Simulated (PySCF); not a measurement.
# C₄H₅ClSi: electronic excitations at several levels of theory, part 2 of 2

PySCF 2.14.0. Atoms count from 0. Earlier steps stand in the parts before.

## 9. Excited states and response: LC-wPBE/def2-SVPD

The job: settings as JSON, then the geometry in Å.

```
{"job": {"kind": "uv", "xc": "LC-wPBE", "basis": "def2-SVPD", "ip": true}, "charge": 0, "multiplicity": 1}
Cl     1.286349    -0.009918    -0.109304
C     -0.432927    -0.138426    -0.255674
C     -1.111485    -1.302139    -0.265409
Si    -2.912565    -0.834225    -0.451475
C     -2.530102     1.002636    -0.498047
C     -1.194869     1.128483    -0.379275
H     -0.617118    -2.270161    -0.183344
H     -3.766326    -1.236292     0.707231
H     -3.541273    -1.350663    -1.704904
H     -3.189817     1.867392    -0.591326
H     -0.649491     2.077241    -0.366657
```

Level: TDDFT LC-wPBE/def2-SVPD, vertical, gas phase, core orbitals frozen in the response.

Standard output:

```text
coarse grid: 10696 points
cycle   1  E = -904.2241864831  dE =  9.778e-01  |g| = 3.954e-01  |ddm| = 6.145e+00
cycle   2  E = -904.2467505797  dE = -2.256e-02  |g| = 3.555e-01  |ddm| = 1.670e+00
cycle   3  E = -904.2751768457  dE = -2.843e-02  |g| = 5.688e-02  |ddm| = 9.295e-01
cycle   4  E = -904.2763556261  dE = -1.179e-03  |g| = 2.257e-02  |ddm| = 2.133e-01
cycle   5  E = -904.2765205261  dE = -1.649e-04  |g| = 5.766e-03  |ddm| = 6.973e-02
cycle   6  E = -904.2765343513  dE = -1.383e-05  |g| = 1.990e-03  |ddm| = 1.974e-02
cycle   7  E = -904.2765370034  dE = -2.652e-06  |g| = 7.074e-04  |ddm| = 7.236e-03
final grid: 95368 points
cycle   8  E = -904.4205364970  dE = -1.941e-05  |g| = 3.084e-03  |ddm| = 9.205e-02
cycle   9  E = -904.4205378796  dE = -1.383e-06  |g| = 2.250e-03  |ddm| = 1.603e-02
cycle  10  E = -904.4205391626  dE = -1.283e-06  |g| = 2.786e-04  |ddm| = 4.899e-03
cycle  11  E = -904.4205391856  dE = -2.307e-08  |g| = 1.562e-04  |ddm| = 1.342e-03
cycle  12  E = -904.4205391811  dE =  4.542e-09  |g| = 4.414e-05  |ddm| = 4.495e-04
cycle  13  E = -904.4205391820  dE = -9.331e-10  |g| = 1.399e-05  |ddm| = 1.280e-04
converged SCF energy = -904.4205391820

Static polarisability (au): isotropic 82.422, principal 58.327 78.915 110.023

Singlet excitations
state   eV       nm        f      main configurations
  1   4.6815    264.8   0.04533   H->L 0.96
  2   6.1088    203.0   0.00000   H-2->L 0.47, H-3->L 0.36, H-4->L 0.12
  3   6.6086    187.6   0.00829   H-3->L 0.57, H-2->L 0.27
  4   6.8080    182.1   0.25661   H-1->L 0.93
  5   6.8920    179.9   0.00207   H->L+1 0.34, H->L+2 0.18, H->L+4 0.09
  6   7.0586    175.6   0.00045   H-4->L 0.73, H-2->L 0.17
  7   7.3359    169.0   0.00089   H->L+2 0.47, H->L+1 0.25, H->L+4 0.10
  8   7.6741    161.6   0.00845   H->L+3 0.47, H->L+2 0.21
  9   7.7159    160.7   0.26881   H->L+5 0.82
 10   8.3067    149.3   0.02067   H-2->L+3 0.20, H-2->L+1 0.18, H-2->L+2 0.12

Triplet excitations (Tamm-Dancoff, eV): 2.6795 4.4024 5.6026 6.0372
Vertical ionisation energy (delta-SCF) = 9.1319 eV
```

Wall time 67 s (1 thread of Arm Neoverse V1, shared host); peak memory 0.8 GiB.

Key values: HOMO -9.66 eV, LUMO 0.32 eV; lowest singlet 4.68 eV.

## 10. TDDFT and polarisability: PBE0/6-31G*

Settings changed since step 9:

```diff
@@ -1,2 +1,2 @@
-{"job": {"kind": "uv", "xc": "LC-wPBE", "basis": "def2-SVPD", "ip": true}, "charge": 0, "multiplicity": 1}
+{"job": {"kind": "uv", "xc": "PBE0", "basis": "6-31G*"}, "charge": 0, "multiplicity": 1}
 Cl     1.286349    -0.009918    -0.109304
```

Level: TDDFT PBE0/6-31G*, vertical, gas phase, core orbitals frozen in the response.

Standard output:

```text
coarse grid: 10696 points
cycle   1  E = -904.6049157726  dE =  7.739e-01  |g| = 3.934e-01  |ddm| = 3.332e+00
cycle   2  E = -904.5785623855  dE =  2.635e-02  |g| = 5.130e-01  |ddm| = 8.031e-01
cycle   3  E = -904.6423936537  dE = -6.383e-02  |g| = 1.130e-01  |ddm| = 5.028e-01
cycle   4  E = -904.6459485338  dE = -3.555e-03  |g| = 2.582e-02  |ddm| = 1.498e-01
cycle   5  E = -904.6461256013  dE = -1.771e-04  |g| = 8.092e-03  |ddm| = 3.736e-02
cycle   6  E = -904.6461449120  dE = -1.931e-05  |g| = 1.613e-03  |ddm| = 1.302e-02
cycle   7  E = -904.6461454769  dE = -5.649e-07  |g| = 8.551e-04  |ddm| = 2.355e-03
final grid: 95368 points
cycle   8  E = -904.5852826623  dE = -1.387e-05  |g| = 5.580e-03  |ddm| = 1.780e-02
cycle   9  E = -904.5852773623  dE =  5.300e-06  |g| = 7.106e-03  |ddm| = 1.380e-02
cycle  10  E = -904.5852916243  dE = -1.426e-05  |g| = 1.180e-03  |ddm| = 8.440e-03
cycle  11  E = -904.5852919665  dE = -3.422e-07  |g| = 2.456e-04  |ddm| = 1.201e-03
cycle  12  E = -904.5852919821  dE = -1.557e-08  |g| = 7.047e-05  |ddm| = 3.445e-04
cycle  13  E = -904.5852919835  dE = -1.384e-09  |g| = 2.311e-05  |ddm| = 1.050e-04
cycle  14  E = -904.5852919836  dE = -1.146e-10  |g| = 1.103e-05  |ddm| = 3.201e-05
converged SCF energy = -904.5852919836

Static polarisability (au): isotropic 69.482, principal 39.702 67.031 101.713

Singlet excitations
state   eV       nm        f      main configurations
  1   4.4025    281.6   0.04576   H->L 0.98
  2   5.7173    216.9   0.00038   H-2->L 0.91
  3   6.0346    205.5   0.14402   H-1->L 0.90, H->L+3 0.08
  4   6.1298    202.3   0.00989   H-3->L 0.67, H->L+1 0.24
  5   6.1562    201.4   0.00067   H->L+1 0.72, H-3->L 0.21
  6   6.5569    189.1   0.00382   H-4->L 0.91
  7   6.7843    182.8   0.00025   H->L+2 0.92
  8   7.2454    171.1   0.00003   H->L+4 0.96
  9   7.3752    168.1   0.00850   H-5->L 0.92
 10   7.6420    162.2   0.15794   H->L+3 0.60, H-6->L 0.22

Triplet excitations (Tamm-Dancoff, eV): 2.6291 4.4496 5.3763 5.6777
```

It took 10 s on 1 thread of Arm Neoverse V1, shared host; peak memory 0.57 GiB.

This run: HOMO -6.80 eV, LUMO -1.58 eV; lowest singlet 4.40 eV.

## 11. Ultraviolet spectrum: PBE0/def2-SVP

Settings changed since step 10:

```diff
@@ -1,2 +1,2 @@
-{"job": {"kind": "uv", "xc": "PBE0", "basis": "6-31G*"}, "charge": 0, "multiplicity": 1}
+{"job": {"kind": "uv", "xc": "PBE0", "basis": "def2-SVP"}, "charge": 0, "multiplicity": 1}
 Cl     1.286349    -0.009918    -0.109304
```

With the program's defaults for keys left out, this is: TDDFT PBE0/def2-SVP, vertical, gas phase, core orbitals frozen in the response.

Standard output:

```text
coarse grid: 10696 points
cycle   1  E = -904.1357330856  dE =  7.096e-01  |g| = 3.780e-01  |ddm| = 3.680e+00
cycle   2  E = -904.1055265939  dE =  3.021e-02  |g| = 5.169e-01  |ddm| = 8.244e-01
cycle   3  E = -904.1701264807  dE = -6.460e-02  |g| = 1.065e-01  |ddm| = 5.368e-01
cycle   4  E = -904.1732417255  dE = -3.115e-03  |g| = 2.627e-02  |ddm| = 1.571e-01
cycle   5  E = -904.1734282346  dE = -1.865e-04  |g| = 8.215e-03  |ddm| = 3.906e-02
cycle   6  E = -904.1734465543  dE = -1.832e-05  |g| = 1.644e-03  |ddm| = 1.328e-02
cycle   7  E = -904.1734471267  dE = -5.724e-07  |g| = 9.168e-04  |ddm| = 2.639e-03
final grid: 95368 points
cycle   8  E = -904.2788157227  dE = -1.294e-05  |g| = 5.167e-03  |ddm| = 2.373e-02
cycle   9  E = -904.2788105403  dE =  5.182e-06  |g| = 6.709e-03  |ddm| = 1.306e-02
cycle  10  E = -904.2788233384  dE = -1.280e-05  |g| = 1.082e-03  |ddm| = 8.046e-03
cycle  11  E = -904.2788236262  dE = -2.878e-07  |g| = 2.281e-04  |ddm| = 1.206e-03
cycle  12  E = -904.2788236398  dE = -1.359e-08  |g| = 6.021e-05  |ddm| = 3.480e-04
cycle  13  E = -904.2788236407  dE = -9.359e-10  |g| = 2.197e-05  |ddm| = 1.030e-04
converged SCF energy = -904.2788236407

Static polarisability (au): isotropic 72.222, principal 44.799 69.330 102.536

Singlet excitations
state   eV       nm        f      main configurations
  1   4.3882    282.5   0.04408   H->L 0.98
  2   5.5720    222.5   0.00060   H-2->L 0.94
  3   5.9390    208.8   0.14697   H-1->L 0.90
  4   6.0387    205.3   0.00451   H-3->L 0.89
  5   6.4313    192.8   0.00605   H-4->L 0.68, H->L+1 0.27
  6   6.4797    191.3   0.00020   H->L+1 0.69, H-4->L 0.24
  7   7.0067    177.0   0.00011   H->L+2 0.94
  8   7.2208    171.7   0.01198   H-5->L 0.94
  9   7.4860    165.6   0.00072   H->L+4 0.95
 10   7.5441    164.3   0.18936   H->L+3 0.66, H-6->L 0.21

Triplet excitations (Tamm-Dancoff, eV): 2.6556 4.4078 5.2785 5.5579
```

It took 12 s on 1 thread of Arm Neoverse V1, shared host; peak memory 0.61 GiB.

Key values: HOMO -6.95 eV, LUMO -1.75 eV; lowest singlet 4.39 eV.

## 12. Side by side: electronic excitations

Excitations and ground-state properties, with basis size and wall time:

| run | lowest singlet (eV) | brightest (eV) | f | gap (eV) | α (Å³) | μ (D) | functions | time |
| --- | --- | --- | --- | --- | --- | --- | --- | --- |
| LDA/def2-SVPD | 4.04 | 6.49 | 0.167 | 3.25 | 13.35 | 1.23 | 171 | 50 s |
| PBE/def2-SVPD | 4.05 | 6.51 | 0.176 | 3.27 | 13.18 | 1.20 | 171 | 69 s |
| B3LYP/def2-SVPD | 4.27 | 6.90 | 0.158 | 4.78 | 12.81 | 1.26 | 171 | 56 s |
| PBE0/def2-SVPD | 4.35 | 7.07 | 0.157 | 5.18 | 12.70 | 1.27 | 171 | 58 s |
| BHandHLYP/def2-SVPD | 4.51 | 7.45 | 0.332 | 7.07 | 12.38 | 1.33 | 171 | 41 s |
| CAM-B3LYP/def2-SVPD | 4.48 | 7.29 | 0.275 | 7.56 | 12.56 | 1.30 | 171 | 69 s |
| wB97X-D/def2-SVPD | 4.47 | 7.34 | 0.261 | 8.74 | 12.56 | 1.31 | 171 | 65 s |
| LC-wPBE/def2-SVPD | 4.68 | 7.72 | 0.269 | 9.98 | 12.21 | 1.31 | 171 | 67 s |
| PBE0/6-31G* | 4.40 | 7.64 | 0.158 | 5.22 | 10.30 | 1.31 | 102 | 10 s |
| PBE0/def2-SVP | 4.39 | 7.54 | 0.189 | 5.20 | 10.70 | 1.11 | 117 | 12 s |

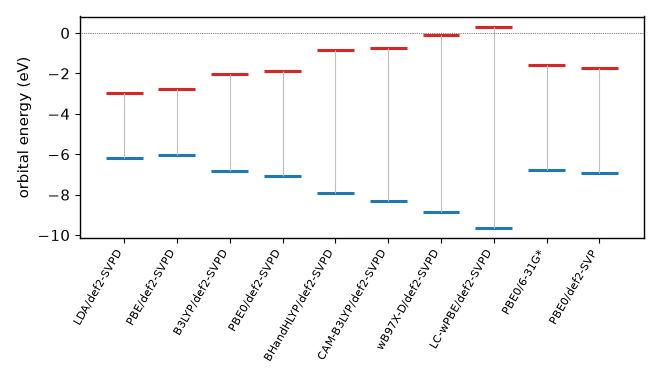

HOMO (blue) and LUMO (red) run by run.

## 13. Results

The summary covers parts 1 to 2.

| quantity | value |
| --- | --- |
| lowest singlet (LDA/def2-SVPD) | 4.04 eV (307 nm), f = 0.033 |
| brightest single state of those computed | state 10, 6.49 eV, f = 0.167 |
| lowest triplet | 2.84 eV |
| vertical ionisation energy (ΔSCF) | 9.02 eV |
| vertical electron affinity (ΔSCF) | 0.31 eV |
| range of the lowest singlet | 4.04 to 4.68 eV |

**Reading.** Single values in the summary come from the first sound run of each kind (LDA/def2-SVPD), which need not be the best level. The lowest singlet, at 4.04 eV, is HOMO→LUMO 0.94 and is weak; of the 10 states computed, the strongest absorption comes from state 10 at 6.49 eV (the last computed, so partners may be missing). The lowest triplet lies 1.20 eV below the lowest singlet (triplets in Tamm-Dancoff, singlets in full TDDFT). The brightest state lies above −ε(HOMO) (6.20 eV), where this functional's continuum begins, so it hangs on the basis. ΔSCF puts the ionisation energy at 9.02 eV, 2.82 eV above −ε(HOMO). The lowest singlet runs from 4.04 eV (LDA/def2-SVPD) to 4.68 eV (LC-wPBE/def2-SVPD), while the orbital gap spans 3.25 to 9.98 eV. The lowest state need not be the same one in every run.
